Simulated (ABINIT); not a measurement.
# Beyond one shot: Ba2TaBiO6 (R-3), part 3 of 3

How far does self-consistency move the gap of Ba2TaBiO6 (R-3)?

ABINIT 10.8.3; LDA and many-body steps on it, plane waves. Known limits of the many-body steps: not at the basis limit; no spin-orbit coupling; coarse k mesh.

So far. Step 10 (evGW, cycle 1): Against G0W0 in ABINIT (2×2×2 mesh, 250 bands, screening to 130.6 eV, Godby-Needs plasmon pole), the gap moves by +0.271 eV. Step 13 (evGW, cycle 2): Against the cycle before, the gap moves by +0.020 eV.

## Step 15: Screening, 2×2×2 mesh, 250 bands, screening to 130.6 eV

This step: RPA screening on LDA from quasiparticle energies, plane waves, norm-conserving pseudopotentials.

File run.abi:

```
acell 3*1.0 Angstrom
rprim 
  3.075626834241 1.775713980676 4.956223105800
  -3.075626834241 1.775713980676 4.956223105800
  0.000000000000 -3.551427961352 4.956223105800
ntypat 4
znucl 56 73 83 8
natom 10
typat 1 1 2 3 4 4 4 4 4 4
xred 
  0.748816000000 0.748816000000 0.748816000000
  0.251184000000 0.251184000000 0.251184000000
  0.500000000000 0.500000000000 0.500000000000
  0.000000000000 0.000000000000 0.000000000000
  0.725510000000 0.218856000000 0.322035000000
  0.218856000000 0.322035000000 0.725510000000
  0.322035000000 0.725510000000 0.218856000000
  0.274490000000 0.781144000000 0.677965000000
  0.677965000000 0.274490000000 0.781144000000
  0.781144000000 0.677965000000 0.274490000000
pp_dirpath "pseudos"
pseudos "Ba.upf, Ta.upf, Bi.upf, O.upf"
ecut 62
ngkpt 2 2 2
nshiftk 1
shiftk 0 0 0
kptopt 1
chksymbreak 0
istwfk *1
occopt 1
irdwfk 1
optdriver 3
nband 250
ecuteps 4.8
inclvkb 2
awtr 1
symchi 1
irdqps 1
gwcalctyp 10
nqptdm 3
qptdm 
  0.5000000000 0.0000000000 0.0000000000
  0.5000000000 0.5000000000 0.0000000000
  0.5000000000 0.5000000000 0.5000000000
indata_prefix "in"
outdata_prefix "out"
tmpdata_prefix "tmp"
```

File mrgscr.stdin:

```
2
merged
q0_SCR
out_SCR
1
```

Command:

```
$ OMP_NUM_THREADS=1 mpirun -n 4 abinit run.abi > log; mrgscr < mrgscr.stdin
```

Numbers of over 12 decimals in the logs are rounded to 6 here.

The log of the run:

```text
.Version 10.8.3 of ABINIT. v10.8.2 released Aug 2026.

 Symmetries : space group R-3 (#148); Bravais hR (rhombohedral)
[... echo of the input left out ...]
== DATASET  1 ==================================================================
-   mpi_nproc: 4, omp_nthreads: 1 (-1 if OMP is not activated)

--- !DatasetInfo
iteration_state: {dtset: 1, }
dimensions: {natom: 10, nkpt: 4, mband: 250, nsppol: 1, nspinor: 1, nspden: 1, mpw: 25587, }
cutoff_energies: {ecut:  62.0, pawecutdg:  -1.0, }
[...]
q-point number  1        q = ( 0.500000, 0.000000, 0.000000) [r.l.u.]
--------------------------------------------------------------------------------
[... chi0 elements left out ...]
  Average fulfillment of the sum rule on Im[epsilon] for q-point    2 :     65.97  [%]

--------------------------------------------------------------------------------
  q-point number  2        q = ( 0.500000, 0.500000, 0.000000) [r.l.u.]
--------------------------------------------------------------------------------
[... chi0 elements left out ...]
  Average fulfillment of the sum rule on Im[epsilon] for q-point    3 :     65.00  [%]

 [... 1 further q-points ...]
```

Run time: 2.9 min. Hardware: 4 MPI ranks of Arm Neoverse V1, shared host; peak memory 5 GiB.

This step gave:

| Property | Result |
| --- | --- |
| plasma frequency | 30.00 eV |
| plane waves in the screening matrix | 537 |

This screening reads the quasiparticle levels of the cycle before.

## Step 16: evGW, cycle 3

This step: evGW on LDA, plane waves, norm-conserving pseudopotentials.

Changes to run.abi since step 15:

```diff
@@ -31,12 +31,10 @@
 irdwfk 1
-optdriver 3
+optdriver 4
 nband 250
-ecuteps 4.8
-inclvkb 2
-awtr 1
-symchi 1
-irdqps 1
 gwcalctyp 10
-nqptdm 3
-qptdm 
+ecutsigx 62
+symsigma 1
+nkptgw 4
+kptgw 
+  0.0000000000 0.0000000000 0.0000000000
   0.5000000000 0.0000000000 0.0000000000
@@ -44,2 +42,11 @@
   0.5000000000 0.5000000000 0.5000000000
+bdgw 
+  36 61
+  36 61
+  36 61
+  36 61
+ecuteps 4.8
+irdscr 1
+ppmodel 1
+irdqps 1
 indata_prefix "in"
```

Command:

```
$ OMP_NUM_THREADS=1 mpirun -n 4 abinit run.abi > log
```

The log of the run:

```text
.Version 10.8.3 of ABINIT. v10.8.2 released Aug 2026.

 Symmetries : space group R-3 (#148); Bravais hR (rhombohedral)
[... echo of the input left out ...]
== DATASET  1 ==================================================================
-   mpi_nproc: 4, omp_nthreads: 1 (-1 if OMP is not activated)

--- !DatasetInfo
iteration_state: {dtset: 1, }
dimensions: {natom: 10, nkpt: 4, mband: 250, nsppol: 1, nspinor: 1, nspden: 1, mpw: 25587, }
cutoff_energies: {ecut:  62.0, pawecutdg:  -1.0, }
[...]
.  kptgw no:  2; Maximum DeltaE = (   0.000   0.000) for band index:  3
.  kptgw no:  3; Maximum DeltaE = (   0.000   0.000) for band index:  1
.  kptgw no:  4; Maximum DeltaE = (  -0.001   0.000) for band index:  1

== END DATASET(S) ==============================================================
================================================================================

 -outvars: echo values of variables after computation  --------
           etotal      0.0000000000E+00
            nband         250
             nkpt           4
          spgroup         148
 [... the other variables as echoed above ...]

 Calculation completed.
```

The job ended after 11 min (4 MPI ranks; peak memory 7.5 GiB; 45 min of CPU time).

This step gave:

```
quasiparticle gap on the mesh                         : 3.638 eV
gap of the density functional on the mesh             : 2.549 eV
k of the valence top                                  : 0.5, 0.5, 0.5
k of the conduction bottom                            : 0.5, 0, 0
least direct quasiparticle gap on the computed points : 3.671 eV
```

Against the cycle before, the gap moves by +0.001 eV.

## Step 17: Side by side

Times are wall times on 4 MPI ranks of Arm Neoverse V1, shared host, good to a factor of about two. A run's time includes the screening step that it read.

| run | mesh | bands | screening cutoff (eV) | DFT gap (eV) | gap on the mesh (eV) | direct (eV) | ε∞ used | time |
| --- | --- | --- | --- | --- | --- | --- | --- | --- |
| G0W0 | 2×2×2 | 250 | 130.6 | 2.549 | 3.346 | 3.379 | 6.61 | 9.8 min |
| evGW0, cycle 1 | 2×2×2 | 250 | 130.6 | 2.549 | 3.492 | 3.527 | 6.61 | 19 min |
| evGW0, cycle 2 | 2×2×2 | 250 | 130.6 | 2.549 | 3.437 | 3.471 | 6.61 | 19 min |
| evGW0, cycle 3 | 2×2×2 | 250 | 130.6 | 2.549 | 3.436 | 3.470 | 6.61 | 20 min |
| evGW, cycle 1 | 2×2×2 | 250 | 130.6 | 2.549 | 3.617 | 3.651 | 5.76 | 20 min |
| evGW, cycle 2 | 2×2×2 | 250 | 130.6 | 2.549 | 3.637 | 3.670 | 5.63 | 20 min |
| evGW, cycle 3 | 2×2×2 | 250 | 130.6 | 2.549 | 3.638 | 3.671 | 5.61 | 21 min |

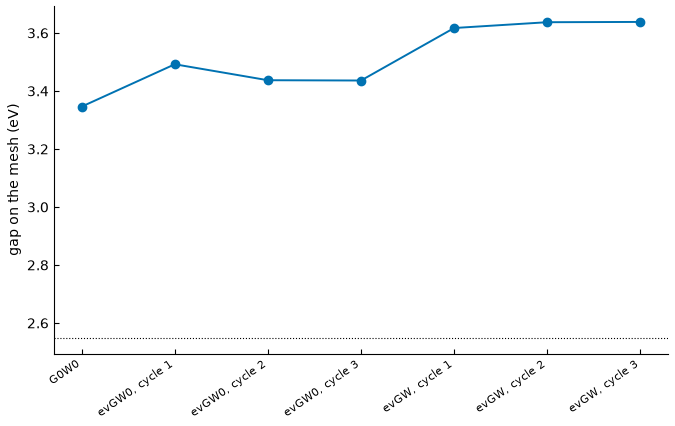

The gap through the cycles; the dotted line is the starting gap.

## Step 18: Outcome

| Item | Value |
| --- | --- |
| G0W0 | 3.346 eV |
| evGW0, cycle 1 | 3.492 eV |
| evGW0, cycle 2 | 3.437 eV |
| evGW0, cycle 3 | 3.436 eV |
| evGW, cycle 1 | 3.617 eV |
| evGW, cycle 2 | 3.637 eV |
| evGW, cycle 3 | 3.638 eV |
| known limits | not at the basis limit; no spin-orbit coupling; coarse k mesh |

In words: Only the bands that the input lists are updated; the others, empty or deep, keep the functional's energies or take a rigid shift. The evGW loop starts from the last levels of evGW0, so its cycles and time come on top of those. evGW0 ends at 3.44 eV, +0.09 eV from G0W0, after 3 cycles that took 33 min beside the first screening; the last moved the gap by 0.001 eV. evGW ends at 3.64 eV, +0.29 eV from G0W0, after 3 cycles that took 61 min beside the first screening; the last moved the gap by 0.001 eV. The first cycle of evGW0 takes the full correction, without the factor Z, so it overshoots the one-shot value. Bands and cutoff are finite, so the gap is not at the basis limit. The miss can reach some tenths of an eV and take either sign; the mesh is an error of its own. The 2×2×2 mesh is coarse for this cell, which bears on the long-range parts of exchange and screening. Where an edge is built on 6p states of lead, bismuth or thallium, scalar-relativistic gaps usually stand too wide, by a few tenths to over one eV. In the updated screening the q = 0 part is built from Kohn-Sham bands under a rigid shift, the other q from the quasiparticle levels. The many-body steps are scalar-relativistic: spin-orbit coupling is not in them.

[Paths, hosts, dates, memory and timing lines, banners, echoed tables and standing remarks are left out of the program output.]

[Logs are printed without paths, hosts, clocks, repeated set-up lines and the standing remarks that a program may print on its own settings, such as how far it seeks lower states.]

[Runs of the session that timed out or met a known fault of the program may be left out.]

[Hosts, paths, dates, database ids (printed as entryN), source tags and the programs' standing remarks are cut or masked in the printed files.]

[G0W0 gaps are taken among the corrected bands and points alone; a level outside them can change the order at an edge.]

[Where Ansatz stands beside ABINIT at settings called matched, ABINIT's density can come from a denser mesh and the files from another edition; pairs whose starting gaps differed by over 0.03 eV were left out, so agreement reads better than it is.]
